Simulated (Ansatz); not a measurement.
C2H10BNSi2: geometry relaxation (part 1 of 3)

System: C2H10BNSi2.
Method: UKS PBE0-D4/STO-3G (Ansatz 0.2.0).

It belongs to a series of runs on one base structure; here: start relaxed.

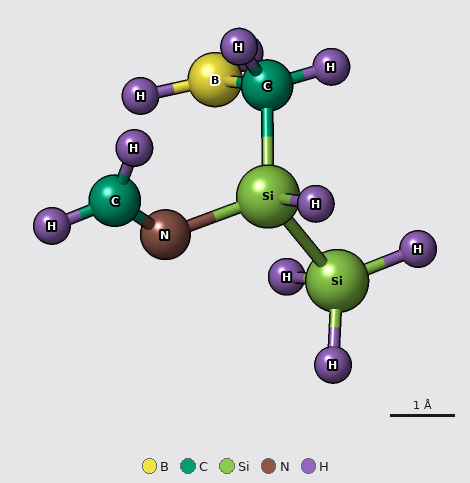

Fig. 1: The structure as given in the input (ball-and-stick view, seen at a tilt).

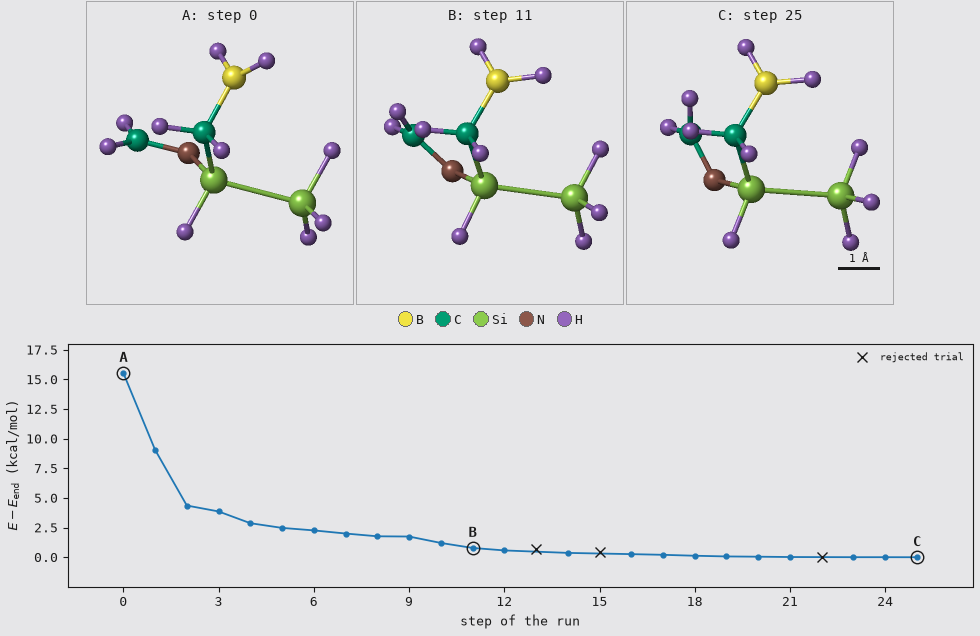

Fig. 2: Frames of the relaxation (ball-and-stick view, seen at a tilt) above the curves, on which the letters mark them (the first geometry is step 0 here and step 1 in the log).

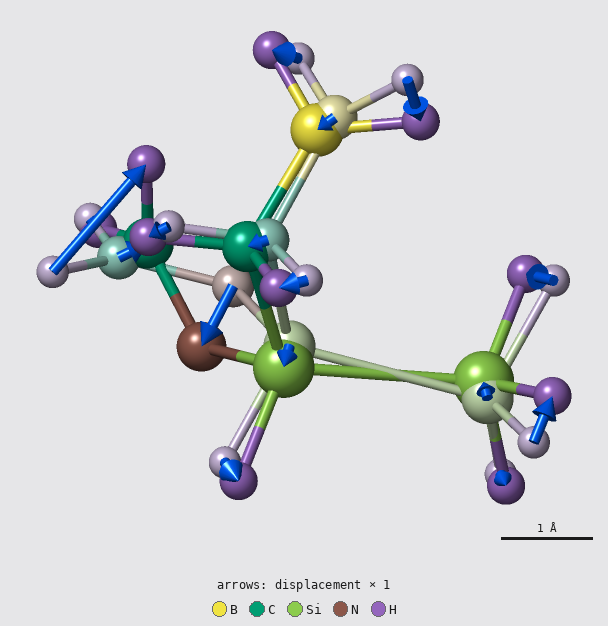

Fig. 3: Start (faint) and end (solid) with the displacements as blue arrows, at true length (ball-and-stick view, seen at a tilt). The two geometries are laid on each other by the best rigid fit. The atom that moves furthest after the best rigid fit is H16 (1.57 Å). Largest moves by element: H 1.57 Å, N 0.75 Å, C 0.36 Å, Si 0.27 Å, B 0.24 Å. Among the contacts that change: Si4–H12 1.520 → 1.443 Å, C2–Si3 1.846 → 1.909 Å, Si3–N5 1.754 → 1.811 Å, Si4–H13 1.400 → 1.443 Å. Among the angles that change: H13–Si4–H14 116.2° → 108.5°, H15–C6–H16 119.6° → 114.0°, Si4–Si3–H11 105.2° → 110.5°. Over 25 geometry steps the energy falls by 15.5 kcal/mol. Largest force component: 3.7 eV/Å at the start, 0.019 eV/Å at the end. The line search rejected the trial steps at points 13, 15, 22 (counted from 0) and went back. (Atoms are counted from 1 in the order of the input.)

These pictures come from the run below.

### Input
```yaml
crystal:
  periodic: [false, false, false]
  atoms:
    - { symbol: B, position_ang: [-1.5132, -0.7022, -1.2272] }
    - { symbol: C, position_ang: [-0.2184, 0.1536, -1.453] }
    - { symbol: Si, position_ang: [0.7145, 0.2632, 0.1366] }
    - { symbol: Si, position_ang: [1.4614, -1.768, 0.7953] }
    - { symbol: "N", position_ang: [-0.2543, 0.9923, 1.4047] }
    - { symbol: C, position_ang: [-0.7202, 2.2071, 1.3098] }
    - { symbol: H, position_ang: [-2.3505, -0.265, -0.4744] }
    - { symbol: H, position_ang: [-1.7146, -1.6371, -1.8495] }
    - { symbol: H, position_ang: [0.4124, -0.3338, -2.1751] }
    - { symbol: H, position_ang: [-0.4557, 1.1821, -1.778] }
    - { symbol: H, position_ang: [1.9348, 1.0876, -0.0423] }
    - { symbol: H, position_ang: [0.2159, -2.6049, 1.036] }
    - { symbol: H, position_ang: [2.1078, -1.6497, 2.0319] }
    - { symbol: H, position_ang: [2.1967, -2.3704, -0.2324] }
    - { symbol: H, position_ang: [-1.3296, 2.5906, 2.1109] }
    - { symbol: H, position_ang: [-0.5099, 2.832, 0.451] }
magnetization:
  spin_polarized: true
basis:
  gaussian: { orbitals: STO-3G }
hamiltonian:
  xc: pbe0
  dispersion: d4
relax:
  f_tol: 0.02
  max_steps: 40
```

Launched with:
```bash
ansatz run input.yaml --threads 1 --pin off --max-ram 2048MiB --backend cpu --events-out ev --progress --plain --runs-dir out
```

### What the program printed
```
The last accepted step is kept in [file] (removed where the run ends without a failure and the disk answers)
Engine: ansatz 0.2.0, x86_64-unknown-linux-gnu
Functional definition: PBE0
  parameter a = 0.25
  parameter kappa = 0.804
  parameter beta = 0.06672455060314922
  exchange = (1 - a)*pbe_x(kappa = kappa, mu = beta*pi^2/3) + a*exact_x
  correlation = pbe_c(beta = beta)
679 factors; integrals over basis functions are off by at most 1.4e-5 eV
mean field evaluation 1: about -19907.2840 eV, gradient 2.0e1 eV
mean field evaluation 2: about -19904.6029 eV, gradient 3.1e1 eV
mean field evaluation 4: about -19909.8445 eV, gradient 7.4e-1 eV
mean field evaluation 8: about -19909.7595 eV, gradient 1.6e-2 eV
mean field -19909.75945733 eV, -731.6701647372 hartree, gradient 9.1e-6 eV, S^2 0.000000; 0 other end points of the search recorded, 0 dependent functions left out
the calculation of the forces begins
reference -19909.75947845 eV, -731.6701655135 hartree; 31, 31 occupied and 17, 17 virtual orbitals, 679 factors
relax step   1: F+E_penalty+E_count = -19910.11719245 eV  Δ(F+E_penalty+E_count) = +0.000e0 eV  max|allowed force component| = 3.703e0 eV/Å  Δτ_max = 0.0000 Å  (27 SCF iters, accepted)
these checks for a lower state are left out or cut short: starts, cluster_reference, orbital_swaps, neighbouring_geometries, increment
679 factors; integrals over basis functions are off by at most 1.9e-5 eV
mean field evaluation 16: about -19910.1297 eV, gradient 1.7e-1 eV
mean field -19910.04102207 eV, -731.6805120505 hartree, gradient 9.4e-6 eV, S^2 0.000000; 0 other end points of the search recorded, 0 dependent functions left out
[... from here on the field's lines of each further geometry are left out, up to the last ...]
relax step   2: F+E_penalty+E_count = -19910.39825704 eV  Δ(F+E_penalty+E_count) = -2.811e-1 eV  max|allowed force component| = 1.984e0 eV/Å  Δτ_max = 0.1949 Å  (30 SCF iters, accepted)
relax step   3: F+E_penalty+E_count = -19910.60210120 eV  Δ(F+E_penalty+E_count) = -2.038e-1 eV  max|allowed force component| = 7.348e-1 eV/Å  Δτ_max = 0.0973 Å  (30 SCF iters, accepted)
relax step   4: F+E_penalty+E_count = -19910.62375279 eV  Δ(F+E_penalty+E_count) = -2.165e-2 eV  max|allowed force component| = 8.322e-1 eV/Å  Δτ_max = 0.2000 Å  (30 SCF iters, accepted)
relax step   5: F+E_penalty+E_count = -19910.66673039 eV  Δ(F+E_penalty+E_count) = -4.298e-2 eV  max|allowed force component| = 3.722e-1 eV/Å  Δτ_max = 0.1057 Å  (29 SCF iters, accepted)
relax step   6: F+E_penalty+E_count = -19910.68394995 eV  Δ(F+E_penalty+E_count) = -1.722e-2 eV  max|allowed force component| = 1.734e-1 eV/Å  Δτ_max = 0.0858 Å  (30 SCF iters, accepted)
relax step   7: F+E_penalty+E_count = -19910.69310104 eV  Δ(F+E_penalty+E_count) = -9.151e-3 eV  max|allowed force component| = 1.786e-1 eV/Å  Δτ_max = 0.0595 Å  (29 SCF iters, accepted)
relax step   8: F+E_penalty+E_count = -19910.70451809 eV  Δ(F+E_penalty+E_count) = -1.142e-2 eV  max|allowed force component| = 1.246e-1 eV/Å  Δτ_max = 0.2000 Å  (29 SCF iters, accepted)
relax step   9: F+E_penalty+E_count = -19910.71464520 eV  Δ(F+E_penalty+E_count) = -1.013e-2 eV  max|allowed force component| = 2.587e-1 eV/Å  Δτ_max = 0.2000 Å  (29 SCF iters, accepted)
relax step  10: F+E_penalty+E_count = -19910.71550522 eV  Δ(F+E_penalty+E_count) = -8.600e-4 eV  max|allowed force component| = 6.178e-1 eV/Å  Δτ_max = 0.1412 Å  (29 SCF iters, accepted)
relax step  11: F+E_penalty+E_count = -19910.73894000 eV  Δ(F+E_penalty+E_count) = -2.343e-2 eV  max|allowed force component| = 2.934e-1 eV/Å  Δτ_max = 0.1999 Å  (30 SCF iters, accepted)
relax step  12: F+E_penalty+E_count = -19910.75726123 eV  Δ(F+E_penalty+E_count) = -1.832e-2 eV  max|allowed force component| = 2.352e-1 eV/Å  Δτ_max = 0.1998 Å  (30 SCF iters, accepted)
relax step  13: F+E_penalty+E_count = -19910.76634628 eV  Δ(F+E_penalty+E_count) = -9.085e-3 eV  max|allowed force component| = 1.795e-1 eV/Å  Δτ_max = 0.1795 Å  (30 SCF iters, accepted)
relax step  14: F+E_penalty+E_count = -19910.75939630 eV  Δ(F+E_penalty+E_count) = +6.950e-3 eV  max|allowed force component| = 1.015e0 eV/Å  Δτ_max = 0.1597 Å  (29 SCF iters, rejected (line search))
relax step  15: F+E_penalty+E_count = -19910.77540680 eV  Δ(F+E_penalty+E_count) = -9.061e-3 eV  max|allowed force component| = 1.363e-1 eV/Å  Δτ_max = 0.0798 Å  (29 SCF iters, accepted)
relax step  16: F+E_penalty+E_count = -19910.77095001 eV  Δ(F+E_penalty+E_count) = +4.457e-3 eV  max|allowed force component| = 4.515e-1 eV/Å  Δτ_max = 0.0992 Å  (29 SCF iters, rejected (line search))
relax step  17: F+E_penalty+E_count = -19910.77992624 eV  Δ(F+E_penalty+E_count) = -4.519e-3 eV  max|allowed force component| = 1.686e-1 eV/Å  Δτ_max = 0.0486 Å  (29 SCF iters, accepted)
relax step  18: F+E_penalty+E_count = -19910.78240585 eV  Δ(F+E_penalty+E_count) = -2.480e-3 eV  max|allowed force component| = 9.196e-2 eV/Å  Δτ_max = 0.0492 Å  (29 SCF iters, accepted)
relax step  19: F+E_penalty+E_count = -19910.78579963 eV  Δ(F+E_penalty+E_count) = -3.394e-3 eV  max|allowed force component| = 7.527e-2 eV/Å  Δτ_max = 0.0750 Å  (29 SCF iters, accepted)
relax step  20: F+E_penalty+E_count = -19910.78836526 eV  Δ(F+E_penalty+E_count) = -2.566e-3 eV  max|allowed force component| = 2.018e-1 eV/Å  Δτ_max = 0.1081 Å  (29 SCF iters, accepted)
relax step  21: F+E_penalty+E_count = -19910.78929828 eV  Δ(F+E_penalty+E_count) = -9.330e-4 eV  max|allowed force component| = 1.398e-1 eV/Å  Δτ_max = 0.0441 Å  (29 SCF iters, accepted)
relax step  22: F+E_penalty+E_count = -19910.79051328 eV  Δ(F+E_penalty+E_count) = -1.215e-3 eV  max|allowed force component| = 1.135e-1 eV/Å  Δτ_max = 0.0528 Å  (28 SCF iters, accepted)
relax step  23: F+E_penalty+E_count = -19910.79049798 eV  Δ(F+E_penalty+E_count) = +1.530e-5 eV  max|allowed force component| = 9.384e-2 eV/Å  Δτ_max = 0.0374 Å  (29 SCF iters, rejected (line search))
relax step  24: F+E_penalty+E_count = -19910.79108791 eV  Δ(F+E_penalty+E_count) = -5.746e-4 eV  max|allowed force component| = 6.619e-2 eV/Å  Δτ_max = 0.0183 Å  (30 SCF iters, accepted)
relax step  25: F+E_penalty+E_count = -19910.79110504 eV  Δ(F+E_penalty+E_count) = -1.713e-5 eV  max|allowed force component| = 6.482e-2 eV/Å  Δτ_max = 0.0080 Å  (25 SCF iters, accepted)
the calculation of the forces begins
reference -19910.42638916 eV, -731.6946740298 hartree; 31, 31 occupied and 17, 17 virtual orbitals, 682 factors
relax step  26: F+E_penalty+E_count = -19910.79127734 eV  Δ(F+E_penalty+E_count) = -1.723e-4 eV  max|allowed force component| = 1.859e-2 eV/Å  Δτ_max = 0.0151 Å  (25 SCF iters, accepted)
682 factors; integrals over basis functions are off by at most 2.4e-5 eV
mean field evaluation 192: about -19910.3348 eV, gradient 5.3e0 eV
mean field -19910.42636855 eV, -731.6946732726 hartree, gradient 2.3e-5 eV, S^2 0.000000; 1 other end points of the search recorded, 0 dependent functions left out
the calculation of the forces begins
reference -19910.42638916 eV, -731.6946740298 hartree; 31, 31 occupied and 17, 17 virtual orbitals, 682 factors
Total energy: -19910.79129794 eV, -731.7080841804 hartree
Atom 0 at    -1.382216    -0.477888    -1.272445 Å, force    -0.002798     0.003634    -0.001406 eV/Å
Atom 1 at    -0.142519     0.393195    -1.503642 Å, force     0.009292    -0.001724     0.003285 eV/Å
Atom 2 at     0.952986     0.333950     0.058130 Å, force    -0.000486    -0.016827    -0.005602 eV/Å
Atom 3 at     1.242310    -1.745815     0.872878 Å, force     0.001135     0.006110    -0.000482 eV/Å
Atom 4 at     0.357611     1.392259     1.401627 Å, force     0.002038     0.003251     0.003706 eV/Å
Atom 5 at    -0.847996     1.852795     1.322938 Å, force     0.013882    -0.006537     0.001274 eV/Å
Atom 6 at    -2.399928    -0.019740    -0.910512 Å, force    -0.000569     0.003818     0.000110 eV/Å
Atom 7 at    -1.309202    -1.643368    -1.390174 Å, force    -0.002799    -0.001549     0.002134 eV/Å
Atom 8 at     0.507854    -0.004976    -2.292086 Å, force     0.012935     0.003397     0.000861 eV/Å
Atom 9 at    -0.349898     1.448552    -1.710400 Å, force    -0.018592    -0.000194    -0.004910 eV/Å
Atom 10 at     2.224567     0.909860    -0.325447 Å, force     0.004931     0.002697    -0.001103 eV/Å
Atom 11 at     0.006068    -2.266053     1.404113 Å, force    -0.001634     0.000312     0.001308 eV/Å
Atom 12 at     2.230849    -1.740314     1.923559 Å, force     0.000339    -0.000781    -0.000717 eV/Å
Atom 13 at     1.695244    -2.626564    -0.176738 Å, force    -0.000781    -0.001576     0.000247 eV/Å
Atom 14 at    -1.232274     2.493427     2.138419 Å, force    -0.010964     0.002963    -0.001223 eV/Å
Atom 15 at    -1.576357     1.678079     0.504081 Å, force    -0.005929     0.003005     0.002517 eV/Å
Dipole moment:     0.060430    -0.040289    -0.213349 e Å
```

### Trajectory as extended XYZ (Å, eV, eV/Å), 26 frames, from step=1 to step=26
```
16
Properties=species:S:1:pos:R:3:forces:R:3 step=1 energy=-19910.11719
B    -1.5132   -0.7022   -1.2272   -0.4161   2.4174   0.6540
C    -0.2184    0.1536   -1.4530   -1.2730  -0.3662  -0.0896
Si    0.7145    0.2632    0.1366    2.6253  -0.1672  -0.1888
Si    1.4614   -1.7680    0.7953   -3.7033  -0.0739   0.2078
N    -0.2543    0.9923    1.4047   -1.4840   1.1079   1.6241
C    -0.7202    2.2071    1.3098    1.4407  -2.6597  -0.5806
H    -2.3505   -0.2650   -0.4744    0.6221  -0.6020  -0.5626
H    -1.7146   -1.6371   -1.8495   -0.1238  -1.1622  -0.2734
H     0.4124   -0.3338   -2.1751    0.5749   0.0259  -0.7468
H    -0.4557    1.1821   -1.7780   -0.0364  -0.3214   0.0672
H     1.9348    1.0876   -0.0423   -0.7265  -0.1834  -0.0944
H     0.2159   -2.6049    1.0360    1.5236   0.7506  -0.3006
H     2.1078   -1.6497    2.0319    0.9078  -0.0809   0.8849
H     2.1967   -2.3704   -0.2324    0.8955  -0.5528  -0.6864
H    -1.3296    2.5906    2.1109   -0.6481   0.7103   0.7334
H    -0.5099    2.8320    0.4510   -0.1785   1.1576  -0.6481
16
Properties=species:S:1:pos:R:3:forces:R:3 step=2 energy=-19910.39826
B    -1.5652   -0.5871   -1.3172    1.0150  -1.9840   1.2546
C    -0.2130    0.1778   -1.4730   -1.0565   0.1664  -0.8244
Si    0.7631    0.2709    0.1273    0.2791  -0.3466  -0.2615
Si    1.3542   -1.7850    0.8309    0.2749   0.0002  -0.0579
N    -0.2533    0.9628    1.4200   -0.6307   0.4184   0.9413
C    -0.7133    2.1654    1.2961    0.5478  -0.5598  -0.2064
H    -2.3493   -0.2614   -0.4904   -0.1246   0.3550  -0.7105
H    -1.6412   -1.7415   -1.7022   -0.1950   1.3588  -0.0404
H     0.4254   -0.2574   -2.2480    0.0526   0.0762  -0.0580
H    -0.4460    1.2121   -1.7590    0.2438   0.1833   0.0310
H     1.8889    1.1730   -0.1027   -0.0929  -0.2539   0.0379
H     0.2482   -2.6846    1.0586   -0.1036   0.1879  -0.0281
H     2.1324   -1.7095    2.0416    0.0207   0.0087   0.0415
H     2.1794   -2.3805   -0.1854    0.1209  -0.1113  -0.0662
H    -1.3004    2.5983    2.1227   -0.1805   0.1740  -0.0400
H    -0.5325    2.8241    0.4250   -0.1711   0.3265  -0.0129
```
